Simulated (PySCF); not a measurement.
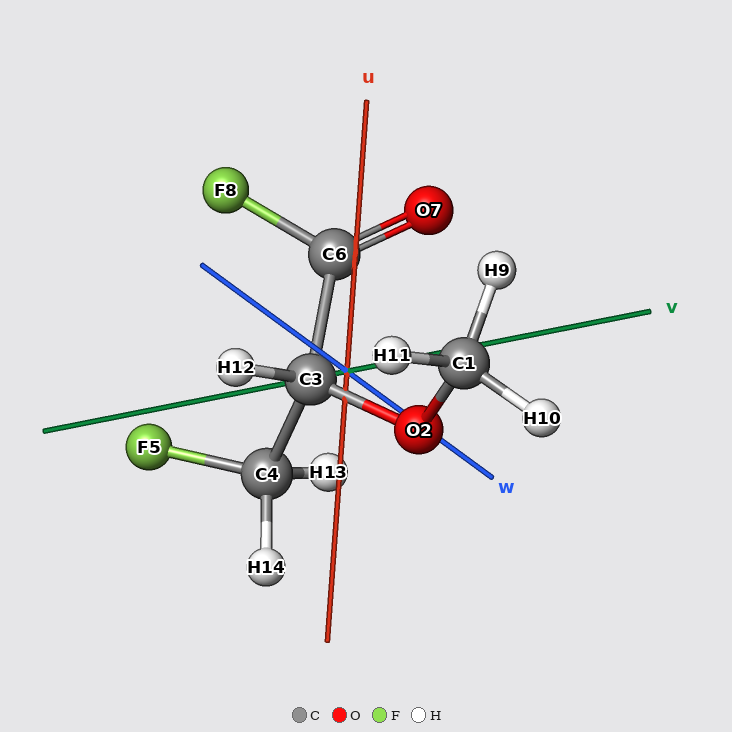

The lines u, v and w are the principal axes of the static dipole polarisability. Computed geometry: GFN2-xTB optimisation. No frequency run is at hand to confirm it as a minimum. Method: B3LYP/def2-SVPD (PySCF 2.14.0).

**Along which axis is the molecule most polarisable, and along which least?**

Most along v (close to the long direction C1···F5), least along w.

**Give the three principal values.**

u 58.5, v 64.2, w 52.6 bohr³; mean 58.4, anisotropy 10.0 bohr³.
